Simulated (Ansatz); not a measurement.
# CH5AlOS3: molecular dynamics

Purpose: to follow the molecule's vibrations and see whether its bonds hold. The start is relaxed first. Runs: 483 steps of 0.5 fs under a Langevin thermostat at 300 K. SMILES of the start: [SH][AlH][O]C(S)S.

All numbers below are computed with Ansatz 0.2.0 (RKS B3LYP-D4/STO-3G).

## 1. The starting structure

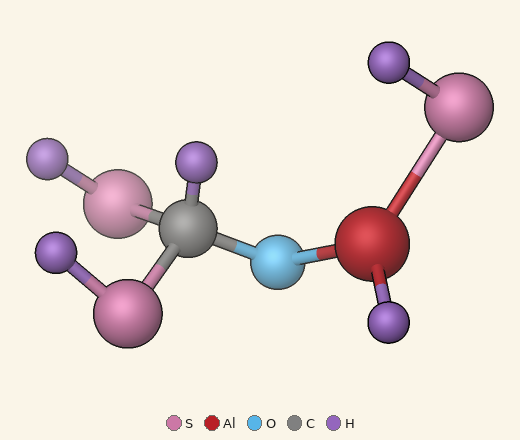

The starting structure, seen from a chosen angle (sulfur pink, aluminium red, oxygen blue, carbon grey, hydrogen purple).

Coordinates:

```xyz
11

S    -0.3140   -3.4470   -0.0898
Al    0.1707   -1.5977    1.1543
O    -0.8744   -0.0395    1.0098
C    -0.3018    0.8180   -0.0029
S     0.9763    1.8538    0.6121
S    -1.7524    1.8883   -0.5235
H     0.4639   -2.9525   -1.1659
H     1.4936   -1.6151    2.1011
H    -0.0316    0.2622   -0.8575
H     1.2845    2.3704   -0.6230
H    -1.0494    2.4021   -1.5939
```

## 2. Relaxing the start

Contents of input.yaml:

```yaml
crystal:
  periodic: [false, false, false]
  atoms:
    - { symbol: S, position_ang: [-0.314, -3.447, -0.0898] }
    - { symbol: Al, position_ang: [0.1707, -1.5977, 1.1543] }
    - { symbol: O, position_ang: [-0.8744, -0.0395, 1.0098] }
    - { symbol: C, position_ang: [-0.3018, 0.818, -0.0029] }
    - { symbol: S, position_ang: [0.9763, 1.8538, 0.6121] }
    - { symbol: S, position_ang: [-1.7524, 1.8883, -0.5235] }
    - { symbol: H, position_ang: [0.4639, -2.9525, -1.1659] }
    - { symbol: H, position_ang: [1.4936, -1.6151, 2.1011] }
    - { symbol: H, position_ang: [-0.0316, 0.2622, -0.8575] }
    - { symbol: H, position_ang: [1.2845, 2.3704, -0.623] }
    - { symbol: H, position_ang: [-1.0494, 2.4021, -1.5939] }
basis:
  gaussian: { orbitals: STO-3G }
hamiltonian:
  xc: b3lyp
  dispersion: d4
relax:
  f_tol: 0.02
  max_steps: 40
scf:
  lower_state_search: "off"
```

On the command line:

```sh
> ansatz run input.yaml --threads 1 --pin off --max-ram 2048MiB --backend cpu --events-out ev --progress --plain --runs-dir out
```

Output, shortened:

```text
Warning: RAYON_NUM_THREADS=1 ignored (pool sized by the plan → 1); use --threads N
[...]
Functional definition: B3LYP
[...]
672 factors; integrals over basis functions are off by at most 1.1e-5 eV
[...]
mean field -41787.46022547 eV, -1535.6608387283 hartree, gradient 3.3e-6 eV, S^2 0.000000; 0 other end points of the search recorded, 0 dependent functions left out
[...]
reference -41787.46043754 eV, -1535.6608465218 hartree; 40, 40 occupied and 11, 11 virtual orbitals, 672 factors
relax step   1: F+E_penalty+E_count = -41788.00903796 eV  Δ(F+E_penalty+E_count) = +0.000e0 eV  max|allowed force component| = 3.521e0 eV/Å  Δτ_max = 0.0000 Å  (14 SCF iters, accepted)
[...]
relax step   7: F+E_penalty+E_count = -41789.51953969 eV  Δ(F+E_penalty+E_count) = -1.218e-1 eV  max|allowed force component| = 9.306e-1 eV/Å  Δτ_max = 0.1945 Å  (16 SCF iters, accepted)
[...]
relax step  13: F+E_penalty+E_count = -41790.32749109 eV  Δ(F+E_penalty+E_count) = -1.148e-1 eV  max|allowed force component| = 8.125e-1 eV/Å  Δτ_max = 0.1932 Å  (18 SCF iters, accepted)
[...]
relax step  19: F+E_penalty+E_count = -41790.46087825 eV  Δ(F+E_penalty+E_count) = -4.210e-3 eV  max|allowed force component| = 1.554e-1 eV/Å  Δτ_max = 0.0820 Å  (19 SCF iters, accepted)
[...]
relax step  23: F+E_penalty+E_count = -41790.46984817 eV  Δ(F+E_penalty+E_count) = -8.988e-4 eV  max|allowed force component| = 6.176e-2 eV/Å  Δτ_max = 0.0629 Å  (19 SCF iters, accepted)
relax step  24: F+E_penalty+E_count = -41790.47052173 eV  Δ(F+E_penalty+E_count) = -6.736e-4 eV  max|allowed force component| = 6.476e-2 eV/Å  Δτ_max = 0.0409 Å  (19 SCF iters, accepted)
```

## 3. More of the same log: start relaxed

Output, continued, shortened:

```text
relax step  25: F+E_penalty+E_count = -41790.47118566 eV  Δ(F+E_penalty+E_count) = -6.639e-4 eV  max|allowed force component| = 7.313e-2 eV/Å  Δτ_max = 0.0520 Å  (19 SCF iters, accepted)
[...]
relax step  28: F+E_penalty+E_count = -41790.47355399 eV  Δ(F+E_penalty+E_count) = -1.433e-3 eV  max|allowed force component| = 1.896e-1 eV/Å  Δτ_max = 0.0269 Å  (19 SCF iters, accepted)
[...]
relax step  31: F+E_penalty+E_count = -41790.48369365 eV  Δ(F+E_penalty+E_count) = -3.896e-3 eV  max|allowed force component| = 1.241e-1 eV/Å  Δτ_max = 0.0986 Å  (17 SCF iters, accepted)
[...]
relax step  34: F+E_penalty+E_count = -41790.48888752 eV  Δ(F+E_penalty+E_count) = +8.047e-4 eV  max|allowed force component| = 9.933e-2 eV/Å  Δτ_max = 0.0769 Å  (19 SCF iters, rejected (line search))
[...]
Atom 2 at    -1.006817    -0.613700    -0.058883 Å, force     0.009184     0.007316     0.004309 eV/Å
Atom 3 at    -0.725750     0.703236    -0.401291 Å, force    -0.006375    -0.014666     0.001382 eV/Å
Atom 4 at     1.225621     0.909988    -0.019948 Å, force     0.001308     0.001054    -0.002348 eV/Å
Atom 5 at    -1.676035     1.996540     0.540970 Å, force    -0.002483     0.007375    -0.001307 eV/Å
Atom 6 at     0.936064    -2.721763    -0.871790 Å, force     0.000704     0.002221     0.002640 eV/Å
Atom 7 at     0.242092    -0.688350     2.469139 Å, force    -0.000073     0.002127    -0.000685 eV/Å
Atom 8 at    -0.832794     0.923229    -1.496008 Å, force     0.003535     0.001805     0.000158 eV/Å
Atom 9 at     1.609206     0.296797    -1.176487 Å, force     0.000617    -0.000913     0.002773 eV/Å
Atom 10 at    -1.447028     2.960113    -0.395166 Å, force    -0.000156    -0.006105     0.004724 eV/Å
Dipole moment:     0.141030     0.568879    -0.477452 e Å
Checks for a lower state left out: stability, starts, cluster_reference, orbital_swaps, neighbouring_geometries, increment
```

Wall time 1.8 min (1 thread of Arm Neoverse V2, shared host); peak memory 0.14 GiB.

Step by step, one in 2:

```
step  energy from step 1 (eV)  largest force component (eV/Å)
   1                   0.0000                          3.5208
   3                  -1.0660                          0.8277
   5                  -1.2442                          1.3209
   7                  -1.5105                          0.9306
   9                  -1.7077                          0.8980
  11                  -1.9977                          1.0150
  13                  -2.3185                          0.8125
 15x                  -2.3736                          1.4410
  17                  -2.4370                          0.2559
  19                  -2.4518                          0.1554
  21                  -2.4578                          0.1196
  23                  -2.4608                          0.0618
  25                  -2.4621                          0.0731
  27                  -2.4631                          0.1958
 29x                  -2.4424                          0.8648
  31                  -2.4747                          0.1241
  33                  -2.4807                          0.2263
  35                  -2.4830                          0.0392
  37                  -2.4837                          0.0509
  39                  -2.4840                          0.0147
```

Step 1 is the start. 4 steps were tried and not accepted (15, 29, 34, 38; marked x where the table lists them).

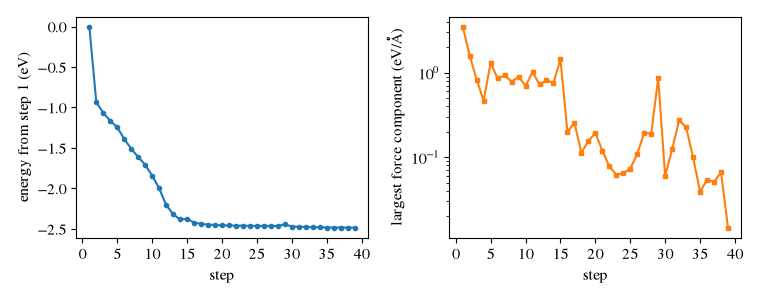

How energy and force went from step to step.

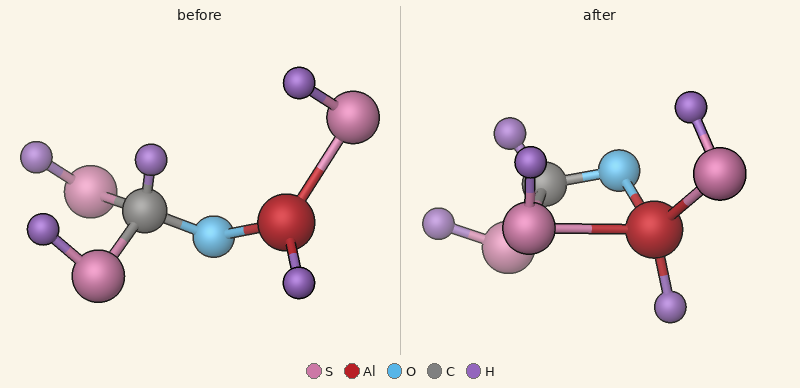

The structure before (left) and after (right), drawn at the same scale.

After: Bond lengths: S1–Al2 2.121 Å, Al2–O3 1.791 Å, O3–C4 1.389 Å, Al2–S5 2.369 Å, C4–S5 1.999 Å, C4–S6 1.861 Å, S1–H7 1.359 Å, Al2–H8 1.494 Å, C4–H9 1.122 Å, S5–H10 1.364 Å, S6–H11 1.363 Å. Angles (14 of 18 angles, heavy atoms first): S1–Al2–O3 112.9°, S1–Al2–S5 112.1°, O3–Al2–S5 79.8°, Al2–O3–C4 102.5°, O3–C4–S5 104.4°, O3–C4–S6 115.5°, S5–C4–S6 109.3°, Al2–S5–C4 69.0°, S1–Al2–H8 120.5°, O3–Al2–H8 118.1°, S5–Al2–H8 105.4°, Al2–S1–H7 94.1°, O3–C4–H9 114.0°, S5–C4–H9 105.0°.

Pairs that crossed the distance rule for bonds on the way: came closer Al2–S5.

## 4. Dynamics

483 steps of 0.5 fs under a Langevin thermostat at 300 K, from the relaxed start.

Contents of input.yaml:

```yaml
crystal:
  periodic: [false, false, false]
  atoms:
    - { symbol: S, position_ang: [1.381763, -2.789452, 0.410239] }
    - { symbol: Al, position_ang: [0.359076, -1.033639, 1.020026] }
    - { symbol: O, position_ang: [-1.006817, -0.6137, -0.058883] }
    - { symbol: C, position_ang: [-0.72575, 0.703236, -0.401291] }
    - { symbol: S, position_ang: [1.225621, 0.909988, -0.019948] }
    - { symbol: S, position_ang: [-1.676035, 1.99654, 0.54097] }
    - { symbol: H, position_ang: [0.936064, -2.721763, -0.87179] }
    - { symbol: H, position_ang: [0.242092, -0.68835, 2.469139] }
    - { symbol: H, position_ang: [-0.832794, 0.923229, -1.496008] }
    - { symbol: H, position_ang: [1.609206, 0.296797, -1.176487] }
    - { symbol: H, position_ang: [-1.447028, 2.960113, -0.395166] }
basis:
  gaussian: { orbitals: STO-3G }
hamiltonian:
  xc: b3lyp
  dispersion: d4
md:
  timestep: 0.5
  n_steps: 483
  ensemble: nvt_langevin
  temperature: 300.0
  initial_velocities: maxwell_boltzmann
  seed: 921826
  friction: 0.005
scf:
  lower_state_search: "off"
```

On the command line:

```sh
> ansatz run input.yaml --threads 1 --pin off --max-ram 2048MiB --backend cpu --events-out ev --progress --plain --runs-dir out
```

Output, shortened:

```text
Warning: RAYON_NUM_THREADS=1 ignored (pool sized by the plan → 1); use --threads N
[...]
[... 1 set-up line as earlier in the session ...]
[...]
680 factors; integrals over basis functions are off by at most 1.1e-5 eV
[...]
mean field -41789.86734504 eV, -1535.7492987407 hartree, gradient 4.3e-6 eV, S^2 0.000000; 0 other end points of the search recorded, 0 dependent functions left out
[...]
reference -41789.86755025 eV, -1535.7493062822 hartree; 40, 40 occupied and 11, 11 virtual orbitals, 680 factors
md step     0: t =     0.00 fs  T =   272.7 K  F+E_penalty+E_count = -41790.49306089 eV  E_kin = 0.387780 eV  (14 SCF iters)
[...]
md step    21: t =    10.50 fs  T =   175.6 K  F+E_penalty+E_count = -41790.28934344 eV  E_kin = 0.249659 eV  (20 SCF iters, 3 dispersion substeps)
[...]
md step    42: t =    21.00 fs  T =   191.6 K  F+E_penalty+E_count = -41790.34122373 eV  E_kin = 0.272485 eV  (20 SCF iters, 3 dispersion substeps)
[...]
md step    63: t =    31.50 fs  T =   145.8 K  F+E_penalty+E_count = -41790.31968647 eV  E_kin = 0.207330 eV  (12 SCF iters, 3 dispersion substeps)
[...]
md step    82: t =    41.00 fs  T =   179.9 K  F+E_penalty+E_count = -41790.31476467 eV  E_kin = 0.255799 eV  (19 SCF iters, 3 dispersion substeps)
md step    83: t =    41.50 fs  T =   158.1 K  F+E_penalty+E_count = -41790.29326021 eV  E_kin = 0.224787 eV  (20 SCF iters, 3 dispersion substeps)
```

## 5. The log goes on: dynamics from the start

The log, continued, shortened:

```text
md step    84: t =    42.00 fs  T =   143.9 K  F+E_penalty+E_count = -41790.27710270 eV  E_kin = 0.204605 eV  (14 SCF iters, 3 dispersion substeps)
[...]
md step   111: t =    55.50 fs  T =   203.1 K  F+E_penalty+E_count = -41790.31520390 eV  E_kin = 0.288827 eV  (20 SCF iters, 3 dispersion substeps)
[...]
md step   138: t =    69.00 fs  T =   228.8 K  F+E_penalty+E_count = -41790.29706584 eV  E_kin = 0.325377 eV  (20 SCF iters, 3 dispersion substeps)
[...]
md step   165: t =    82.50 fs  T =   197.6 K  F+E_penalty+E_count = -41790.21205155 eV  E_kin = 0.280991 eV  (20 SCF iters, 3 dispersion substeps)
[...]
md step   192: t =    96.00 fs  T =   216.3 K  F+E_penalty+E_count = -41790.22362350 eV  E_kin = 0.307494 eV  (21 SCF iters, 3 dispersion substeps)
md step   193: t =    96.50 fs  T =   211.0 K  F+E_penalty+E_count = -41790.21269002 eV  E_kin = 0.300037 eV  (20 SCF iters, 3 dispersion substeps)
md step   194: t =    97.00 fs  T =   205.0 K  F+E_penalty+E_count = -41790.19679537 eV  E_kin = 0.291426 eV  (20 SCF iters, 3 dispersion substeps)
```

## 6. More of the same log: dynamics from the start

Output, continued, shortened:

```text
md step   195: t =    97.50 fs  T =   191.5 K  F+E_penalty+E_count = -41790.17889669 eV  E_kin = 0.272233 eV  (20 SCF iters, 3 dispersion substeps)
[...]
md step   217: t =   108.50 fs  T =   229.0 K  F+E_penalty+E_count = -41790.23141946 eV  E_kin = 0.325652 eV  (20 SCF iters, 3 dispersion substeps)
[...]
md step   239: t =   119.50 fs  T =   284.4 K  F+E_penalty+E_count = -41790.23620793 eV  E_kin = 0.404410 eV  (21 SCF iters, 3 dispersion substeps)
[...]
md step   261: t =   130.50 fs  T =   325.3 K  F+E_penalty+E_count = -41790.20991508 eV  E_kin = 0.462591 eV  (20 SCF iters, 3 dispersion substeps)
[...]
md step   481: t =   240.50 fs  T =   275.5 K  F+E_penalty+E_count = -41790.17107022 eV  E_kin = 0.391676 eV  (21 SCF iters, 3 dispersion substeps)
[...]
Atom 2 at    -0.863728    -1.209736     0.426654 Å, force     0.192859    -0.632428     0.761240 eV/Å
Atom 3 at    -0.950903    -0.020831    -0.240935 Å, force     0.401583     0.331518     1.910656 eV/Å
Atom 4 at     0.945031     0.639657    -0.135767 Å, force     0.486161    -0.428958    -1.364139 eV/Å
Atom 5 at    -2.138089     1.240290     0.417281 Å, force     0.032062     0.103936    -0.269946 eV/Å
Atom 6 at     1.071283    -2.776760    -0.168192 Å, force    -0.295182    -0.571556    -1.121592 eV/Å
Atom 7 at     0.642969    -0.434879     2.810460 Å, force    -0.042946    -0.379281    -0.991560 eV/Å
Atom 8 at    -1.132665    -0.101879    -1.297291 Å, force    -0.348675    -0.168824    -1.822510 eV/Å
Atom 9 at     1.246065    -0.264823    -1.168551 Å, force     0.070533     0.927312     0.858384 eV/Å
Atom 10 at    -2.248779     1.763734    -0.835716 Å, force    -0.213943     0.256604     0.164969 eV/Å
Dipole moment:    -0.009783     0.492872    -0.563073 e Å
Checks for a lower state left out: stability, starts, cluster_reference, orbital_swaps, neighbouring_geometries, increment
```

It took 18 min on 1 thread of Arm Neoverse V2, shared host; peak memory 0.12 GiB.

## 7. The trajectory

One step in 19; energies are changes from step 0:

```
time (fs)  T (K)  potential energy change (meV/atom)
      0.0    273                                 0.0
      9.5    130                                23.5
     19.0    166                                16.8
     28.5    184                                11.0
     38.0    180                                14.5
     47.5    158                                17.4
     57.0    207                                16.1
     66.5    238                                14.0
     76.0    179                                27.2
     85.5    230                                22.7
     95.0    195                                24.4
    104.5    205                                29.1
    114.0    260                                19.7
    123.5    282                                27.8
    133.0    308                                25.8
    142.5    251                                31.7
    152.0    334                                24.8
    161.5    295                                27.4
    171.0    309                                24.7
    180.5    325                                21.8
    190.0    284                                26.4
    199.5    315                                23.9
    209.0    338                                19.7
    218.5    280                                26.9
    228.0    276                                27.8
    237.5    301                                23.8
    241.5    277                                29.1
```

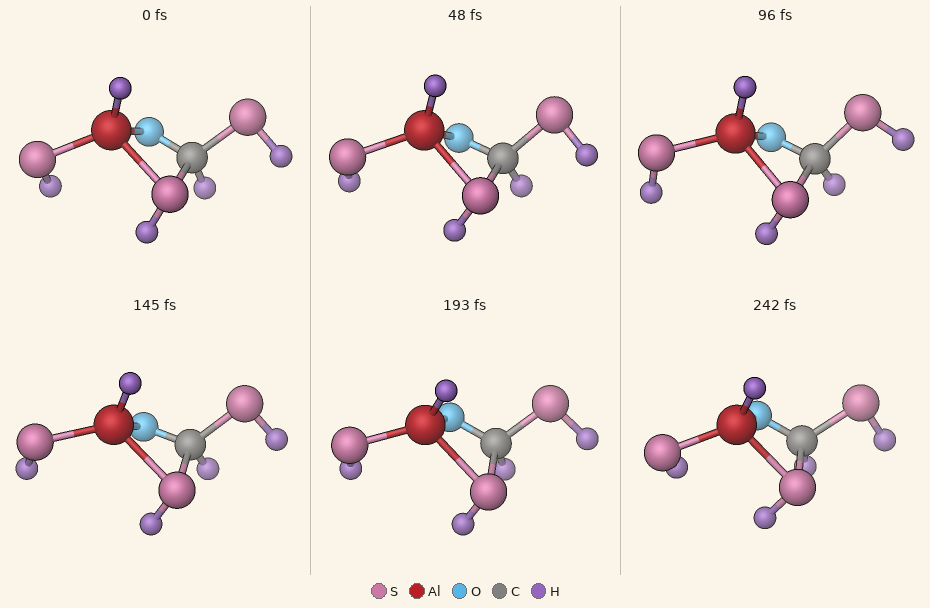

The system at six times, viewed from a chosen angle. Sticks join atoms within a bonding distance in each frame.

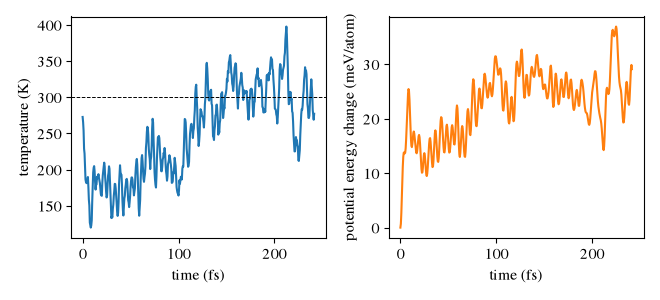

Traces against time; each panel has its own scale. The dashed line is the set temperature.

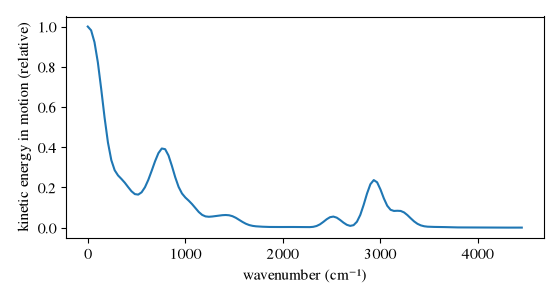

Power spectrum of the mass-weighted velocities; a run of 242 fs resolves no finer than about 280 cm⁻¹.

## 8. Frames from the trajectory

Positions (Å) and forces (eV/Å):

```xyz
11
time_fs=30.0 T=133 dE=0.1693
S     1.421   -2.765    0.513   -0.542   -0.064   -1.570
Al    0.277   -1.056    1.002   -0.454    0.965    0.401
O    -1.062   -0.659   -0.158    0.524    0.416    0.066
C    -0.761    0.688   -0.417    0.549    0.033   -0.380
S     1.179    0.912   -0.063    0.029   -0.316    0.725
S    -1.606    1.940    0.643   -0.587    0.099    0.540
H     0.976   -2.740   -0.834    0.544   -0.093    1.506
H     0.037   -0.541    2.417    0.176   -0.431   -0.509
H    -0.836    1.020   -1.485   -0.387   -0.328   -0.075
H     1.610    0.228   -1.144    0.030   -0.150   -0.497
H    -1.301    3.020   -0.129    0.116   -0.130   -0.209
11
time_fs=60.5 T=185 dE=0.1939
S     1.439   -2.785    0.650    0.447   -0.147    1.379
Al    0.247   -1.070    0.972   -0.003   -0.082   -0.213
O    -1.004   -0.699   -0.277   -0.361    0.645    0.341
C    -0.795    0.680   -0.431    1.026   -0.306   -1.306
S     1.201    0.810   -0.093    0.009    0.570    0.366
S    -1.617    1.871    0.717   -0.320    0.150    0.127
H     1.126   -3.024   -0.606   -0.427   -0.037   -1.355
H    -0.041   -0.716    2.405    0.039    0.150   -0.252
H    -0.895    1.044   -1.513   -0.238   -0.298    0.825
H     1.611    0.311   -1.295   -0.204   -0.252    0.069
H    -1.392    2.982   -0.060    0.032   -0.394    0.021
11
time_fs=90.5 T=220 dE=0.2657
S     1.505   -2.877    0.770   -0.496    0.593   -0.247
Al    0.276   -1.100    0.902    1.312   -1.543    0.507
O    -1.020   -0.732   -0.217   -0.240    0.476   -0.589
C    -0.738    0.639   -0.420   -0.063   -0.792   -1.240
S     1.242    0.750   -0.154   -0.076    0.063    0.161
S    -1.646    1.743    0.729   -0.222    0.523    0.105
H     1.509   -2.999   -0.587   -0.079    0.084    0.072
H     0.013   -0.718    2.288   -0.142    0.378    0.745
H    -0.847    0.908   -1.518   -0.319    0.348    0.663
H     1.460    0.005   -1.275    0.091    0.154   -0.124
H    -1.865    2.779   -0.142    0.234   -0.284   -0.053
11
time_fs=121.0 T=233 dE=0.3304
S     1.543   -2.949    0.862   -0.286    0.042   -1.764
Al    0.405   -1.184    0.943   -0.516    1.174    0.724
O    -0.955   -0.895   -0.215   -0.066    0.355   -0.161
C    -0.806    0.469   -0.466   -0.208    1.065   -0.572
S     1.166    0.743   -0.217   -0.102    0.042   -0.059
S    -1.666    1.723    0.711    0.601   -1.754    1.002
H     1.325   -2.944   -0.529    0.405   -0.402    1.205
H     0.148   -0.488    2.256    0.066   -0.353   -0.099
H    -1.068    0.830   -1.537    0.317   -0.745    1.101
H     1.514    0.181   -1.409   -0.054   -0.106   -0.069
H    -2.015    2.614   -0.201   -0.158    0.682   -1.307
11
time_fs=151.0 T=322 dE=0.2887
S     1.633   -2.965    0.936    0.603    0.592    1.524
Al    0.508   -1.173    1.066   -1.114    0.652   -0.158
O    -0.922   -0.998   -0.091    0.588   -0.013    1.016
C    -0.866    0.363   -0.388   -0.099   -0.107   -2.212
S     1.064    0.783   -0.286    0.251   -0.642    0.191
S    -1.730    1.613    0.629   -0.687    0.565    0.766
H     1.246   -3.344   -0.255   -0.591   -0.357   -1.663
H     0.288   -0.612    2.465    0.178   -0.101   -0.577
H    -1.220    0.580   -1.472    0.674   -0.370    1.060
H     1.340   -0.010   -1.360    0.133    0.092   -0.122
H    -1.810    2.530   -0.390    0.065   -0.309    0.177
11
time_fs=181.0 T=328 dE=0.2375
S     1.663   -2.901    0.961    0.369   -0.789   -0.555
Al    0.537   -1.140    1.164    0.415   -0.046   -0.286
O    -0.914   -1.059    0.192   -0.175   -0.519   -0.335
C    -0.815    0.199   -0.391   -0.851    0.293   -0.216
S     1.033    0.767   -0.287    0.404    0.035    0.635
S    -1.864    1.432    0.550   -0.056    0.993   -1.311
H     1.260   -3.422   -0.261   -0.045    0.722    0.722
H     0.578   -0.490    2.484   -0.008    0.240    0.480
H    -1.084    0.189   -1.485   -0.073    0.225    0.198
H     1.485    0.151   -1.404   -0.048   -0.324   -0.316
H    -1.919    2.358   -0.511    0.069   -0.830    0.985
11
time_fs=211.5 T=380 dE=0.1604
S     1.690   -2.852    0.940   -0.638    0.620   -1.085
Al    0.619   -1.027    1.324    0.585   -0.789   -0.604
O    -0.861   -1.164    0.336   -0.314    0.129   -0.343
C    -0.914    0.038   -0.330    0.227    0.865    1.222
S     1.040    0.697   -0.259   -0.448   -0.330    0.211
S    -2.029    1.329    0.476    0.464   -0.595    0.203
H     1.139   -2.898   -0.351    0.548   -0.149    1.136
H     0.632   -0.387    2.650   -0.116    0.253    0.427
H    -1.159    0.035   -1.404   -0.125   -0.371   -0.692
H     1.484   -0.133   -1.250   -0.138    0.031    0.016
H    -2.123    2.057   -0.649   -0.045    0.336   -0.491
11
time_fs=241.5 T=277 dE=0.3201
S     1.802   -2.777    0.941    0.613   -0.046    0.650
Al    0.673   -1.070    1.401   -0.895    0.607    1.224
O    -0.864   -1.210    0.427    0.193   -0.632    0.761
C    -0.951   -0.021   -0.241    0.402    0.332    1.911
S     0.945    0.640   -0.136    0.486   -0.429   -1.364
S    -2.138    1.240    0.417    0.032    0.104   -0.270
H     1.071   -2.777   -0.168   -0.295   -0.572   -1.122
H     0.643   -0.435    2.811   -0.043   -0.379   -0.992
H    -1.133   -0.102   -1.297   -0.349   -0.169   -1.823
H     1.246   -0.265   -1.169    0.070    0.927    0.858
H    -2.249    1.764   -0.836   -0.214    0.257    0.165
```

## 9. Outcome

```
                        quantity                          value
         relaxation of the start       34 moves, 2.484 eV lower
                          length            483 steps of 0.5 fs
temperature, first and last step                  273 and 277 K
        temperature, second half  mean 301 K, from 212 to 398 K
   potential energy, second half    +26 meV/atom from the start
          bonds formed or broken                              0
```

What this shows: Against a set 300 K the second half averages 301 K with a spread of 34 K. No bond forms or breaks. 242 fs on 11 atoms is far too short and small for converged averages. The nuclei move classically, without zero-point motion, which matters most for hydrogen. The basis is very small, so the numbers are rough.
